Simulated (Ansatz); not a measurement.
A series of calculations on CH8AlN

### Relaxation

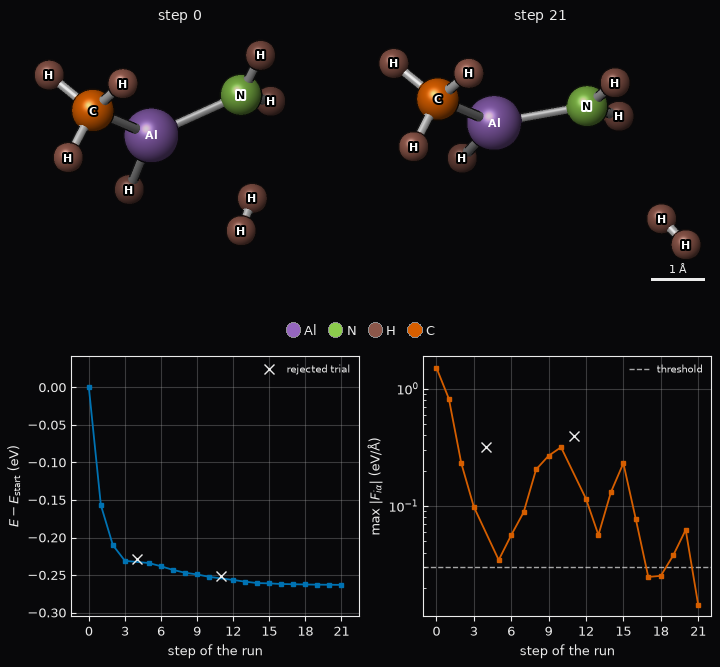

First and last geometry of a relaxation of CH8AlN, with the history of the run. The picture is a ball-and-stick view, seen at a tilt.

The run prepares an end point of a later path (reaction) calculation, from a guessed geometry.

Method: Ansatz 0.2.0, RKS B3LYP/6-31G*.

The input:
```yaml
crystal:
  periodic: [false, false, false]
  atoms:
    - { symbol: Al, position_ang: [0.030399, -0.211069, 0.159254] }
    - { symbol: "N", position_ang: [0.068366, -0.132105, 2.025274] }
    - { symbol: H, position_ang: [-0.743601, -0.322253, 2.599772] }
    - { symbol: H, position_ang: [0.905973, -0.128132, 2.590347] }
    - { symbol: C, position_ang: [1.69848, -0.048763, -0.857411] }
    - { symbol: H, position_ang: [2.012307, -1.020032, -1.263048] }
    - { symbol: H, position_ang: [1.580637, 0.624139, -1.715771] }
    - { symbol: H, position_ang: [2.526653, 0.33075, -0.247914] }
    - { symbol: H, position_ang: [-1.410512, -0.397301, -0.480155] }
    - { symbol: H, position_ang: [-0.376038, 2.465459, 0.722828] }
    - { symbol: H, position_ang: [-0.272164, 1.962408, 1.217424] }
basis:
  gaussian: { orbitals: "6-31G*" }
hamiltonian:
  xc: b3lyp
relax:
  f_tol: 0.03
  max_steps: 50
output:
  orbitals: {}
```

Run as
```bash
ansatz run input.yaml --threads 1 --pin off --max-ram 2048MiB --backend cpu --events-out ev --progress --plain --runs-dir out
```

Did the run converge, and what did it change?

It converged. The atom that moves furthest after the best rigid fit is H10 (1.63 Å). Largest moves by element: H 1.63 Å, Al 0.42 Å, C 0.36 Å, N 0.34 Å. Near-neighbour distances that change, for instance: Al1–N2 1.868 → 1.787 Å, H10–H11 0.713 → 0.745 Å. Over 19 accepted moves (21 points after the start) the energy falls by 0.263 eV. The largest force component goes from 1.5 to 0.014 eV/Å. The line search rejected the trial steps at points 4, 11 of the run. The forces were under the threshold at step 17, but the run went on from there. Cost: 64 s on 1 thread of Arm Neoverse V1 (shared host), peak memory 0.14 GiB.

```
step  E − E(0), eV  largest force component, eV/Å      note
   0        0.0000                         1.5131          
   1       -0.1570                         0.8218          
   2       -0.2102                         0.2313          
   3       -0.2310                         0.0988          
   4       -0.2292                         0.3165  rejected
   5       -0.2339                         0.0347          
   6       -0.2382                         0.0565          
   7       -0.2431                         0.0886          
   8       -0.2469                         0.2052          
   9       -0.2491                         0.2682          
  10       -0.2523                         0.3173          
  11       -0.2517                         0.3946  rejected
  12       -0.2565                         0.1154          
  13       -0.2587                         0.0567          
  14       -0.2606                         0.1314          
  15       -0.2610                         0.2320          
  16       -0.2618                         0.0772          
  17       -0.2621                         0.0249          
  18       -0.2625                         0.0254          
  19       -0.2627                         0.0380          
  20       -0.2629                         0.0627          
  21       -0.2630                         0.0145
```

Limits of the set-up: the start holds two separate molecules, 2.3 Å apart at their closest, whose relative position is a soft coordinate and is computed without a dispersion correction.

### Relaxation

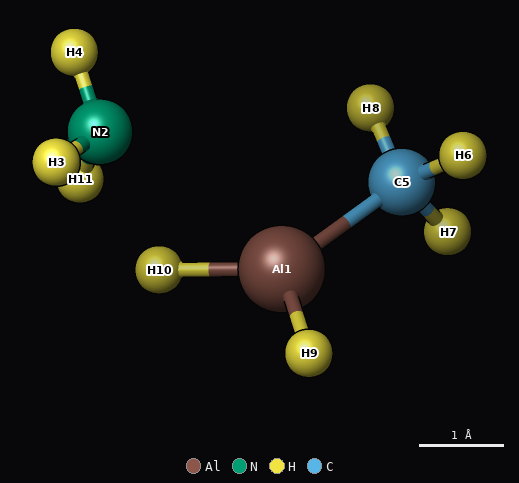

CH8AlN, before the relaxation. The picture is a ball-and-stick view, seen at a tilt.

The run prepares an end point of a later path (reaction) calculation, from a guessed geometry.

Computed with RKS B3LYP/6-31G* in Ansatz 0.2.0.

The input:
```yaml
crystal:
  periodic: [false, false, false]
  atoms:
    - { symbol: Al, position_ang: [0.031789, 0.474384, -0.4577] }
    - { symbol: "N", position_ang: [-0.113644, 0.141548, 2.628741] }
    - { symbol: H, position_ang: [-0.974656, -0.089245, 3.117744] }
    - { symbol: H, position_ang: [0.628246, 0.202714, 3.321692] }
    - { symbol: C, position_ang: [1.77022, 0.058167, -1.285759] }
    - { symbol: H, position_ang: [1.900737, -1.025422, -1.388479] }
    - { symbol: H, position_ang: [1.849426, 0.479654, -2.299542] }
    - { symbol: H, position_ang: [2.613643, 0.448032, -0.705238] }
    - { symbol: H, position_ang: [-1.26154, -0.388457, -0.816009] }
    - { symbol: H, position_ang: [-0.193611, 1.745458, 0.443368] }
    - { symbol: H, position_ang: [-0.23011, 1.076267, 2.19178] }
basis:
  gaussian: { orbitals: "6-31G*" }
hamiltonian:
  xc: b3lyp
relax:
  f_tol: 0.03
  max_steps: 50
```

Run as
```bash
ansatz run input.yaml --threads 1 --pin off --max-ram 2048MiB --backend cpu --events-out ev --progress --plain --runs-dir out
```

Predict the outcome.

Answer. The atom that moves furthest after the best rigid fit is H3 (1.56 Å). By element the largest moves are H 1.56 Å, N 0.70 Å, C 0.52 Å, Al 0.46 Å. Some distances before and after: Al1–N2 3.108 → 2.098 Å, Al1–H10 1.574 → 1.610 Å, N2–H11 1.038 → 1.020 Å, Al1–C5 1.970 → 1.987 Å. New bonds form, among them: Al1–N2 (3.11 → 2.10 Å). Bond angles that change, for instance: C5–Al1–H10 122.5° → 117.8°, Al1–C5–H6 110.7° → 113.2°, C5–Al1–H9 120.4° → 118.0°. After 19 accepted moves (22 points after the start) the energy has fallen by 23.2 kcal/mol. Largest force component: 0.78 eV/Å at the start, 0.014 eV/Å at the end. The line search rejected the trial steps at points 11, 20, 21 of the run. The forces were under the threshold at step 9, but the run went on from there. Cost: 66 s on 1 thread of Arm Neoverse V1, on a shared host, peak memory 0.14 GiB.

Step by step:

```json
{"step": "0", "E − E(0), kcal/mol": "0.00", "largest force component, eV/Å": "0.7762", "note": ""}
{"step": "1", "E − E(0), kcal/mol": "-3.50", "largest force component, eV/Å": "1.2387", "note": ""}
{"step": "2", "E − E(0), kcal/mol": "-7.30", "largest force component, eV/Å": "1.9056", "note": ""}
{"step": "3", "E − E(0), kcal/mol": "-14.24", "largest force component, eV/Å": "0.5590", "note": ""}
{"step": "4", "E − E(0), kcal/mol": "-18.21", "largest force component, eV/Å": "1.0825", "note": ""}
{"step": "5", "E − E(0), kcal/mol": "-21.15", "largest force component, eV/Å": "0.7003", "note": ""}
{"step": "6", "E − E(0), kcal/mol": "-22.38", "largest force component, eV/Å": "0.1764", "note": ""}
{"step": "7", "E − E(0), kcal/mol": "-22.61", "largest force component, eV/Å": "0.2045", "note": ""}
{"step": "8", "E − E(0), kcal/mol": "-22.70", "largest force component, eV/Å": "0.0358", "note": ""}
{"step": "9", "E − E(0), kcal/mol": "-22.71", "largest force component, eV/Å": "0.0287", "note": ""}
{"step": "10", "E − E(0), kcal/mol": "-22.74", "largest force component, eV/Å": "0.0877", "note": ""}
{"step": "11", "E − E(0), kcal/mol": "-22.64", "largest force component, eV/Å": "0.4804", "note": "rejected"}
{"step": "12", "E − E(0), kcal/mol": "-22.78", "largest force component, eV/Å": "0.0480", "note": ""}
{"step": "13", "E − E(0), kcal/mol": "-22.80", "largest force component, eV/Å": "0.2854", "note": ""}
{"step": "14", "E − E(0), kcal/mol": "-22.87", "largest force component, eV/Å": "0.1575", "note": ""}
{"step": "15", "E − E(0), kcal/mol": "-23.01", "largest force component, eV/Å": "0.0126", "note": ""}
{"step": "16", "E − E(0), kcal/mol": "-23.05", "largest force component, eV/Å": "0.1579", "note": ""}
{"step": "17", "E − E(0), kcal/mol": "-23.07", "largest force component, eV/Å": "0.2219", "note": ""}
{"step": "18", "E − E(0), kcal/mol": "-23.15", "largest force component, eV/Å": "0.0080", "note": ""}
{"step": "19", "E − E(0), kcal/mol": "-23.17", "largest force component, eV/Å": "0.0585", "note": ""}
{"step": "20", "E − E(0), kcal/mol": "-23.16", "largest force component, eV/Å": "0.1798", "note": "rejected"}
{"step": "21", "E − E(0), kcal/mol": "-23.16", "largest force component, eV/Å": "0.0604", "note": "rejected"}
{"step": "22", "E − E(0), kcal/mol": "-23.18", "largest force component, eV/Å": "0.0141", "note": ""}
```

Final geometry:

```xyz
11

Al   -0.0738    0.7262   -0.0899
N     0.0266    0.2259    1.9447
H    -0.0199   -0.7830    2.0900
H     0.8880    0.5621    2.3765
C     1.6289   -0.0200   -0.7903
H     1.7120   -1.1081   -0.6592
H     1.7165    0.1637   -1.8702
H     2.5186    0.4342   -0.3317
H    -1.4400   -0.0479   -0.4448
H    -0.1816    2.3239    0.0762
H    -0.7546    0.6460    2.4493
```

The end point in the same view:

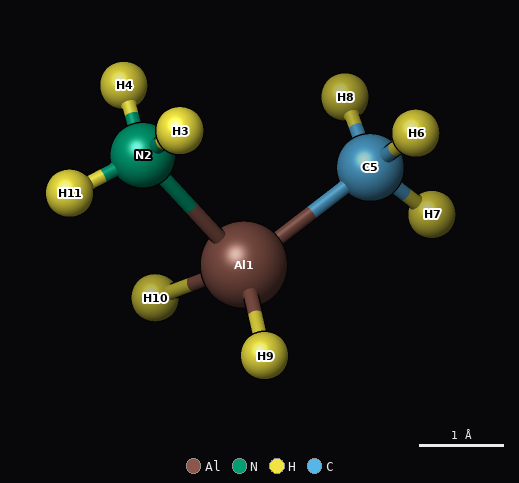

### Path

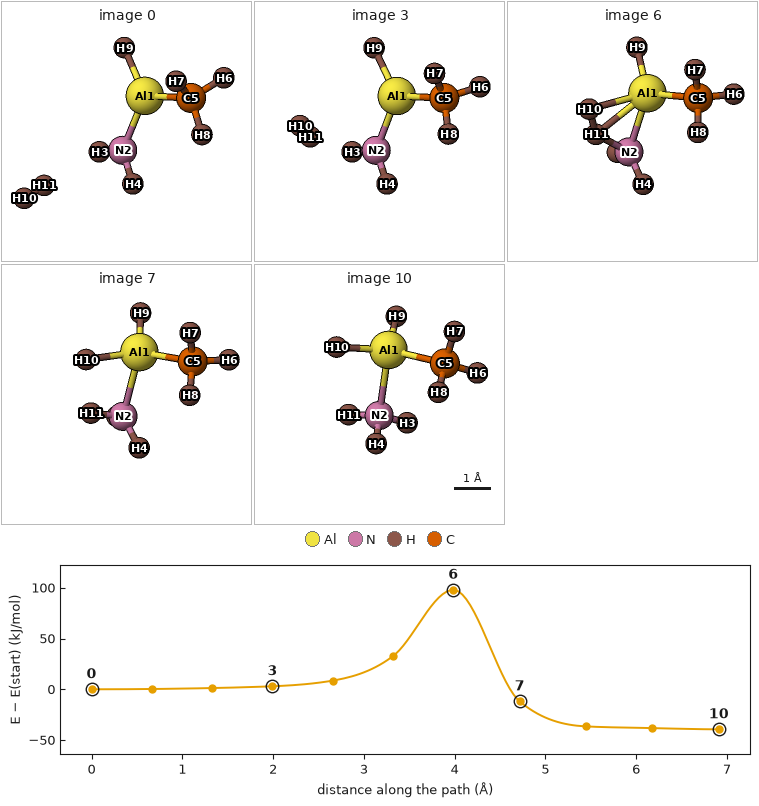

A nudged-elastic-band calculation for CH₈AlN, made up at the start of CH6AlN and H₂. Images are numbered from 0 (start) to 10 (end). Style: ball-and-stick. Shown from a free direction.

Level of theory: RKS B3LYP/6-31G* in Ansatz. Run with 9 movable images; climbing image; force threshold 0.03 eV/Å; iteration limit 60; starting path through a guess of the saddle point.

Q: What happens along the path, and what is the barrier?

A: The energy climbs by 97.9 kJ/mol to image 6 and then falls by 137.4 kJ/mol, so the end point sits at −39.5 kJ/mol. Breaking: H10–H11 (0.74 → 1.00 at the top → 2.96 Å). Forming: Al1–H10 (4.55 → 1.84 at the top → 1.61 Å), N2–H11 (2.82 → 1.42 at the top → 1.02 Å). The band is converged. At the top, the vibrational analysis gives one imaginary mode (1338i cm⁻¹), as a transition state must have.

Limits of the set-up: the start holds two separate molecules, 2.8 Å apart at their closest, whose relative position is a soft coordinate and is computed without a dispersion correction.

Cost: 5.8 min on 1 thread of Arm Neoverse V1, with other jobs on the host, peak memory 0.13 GiB.
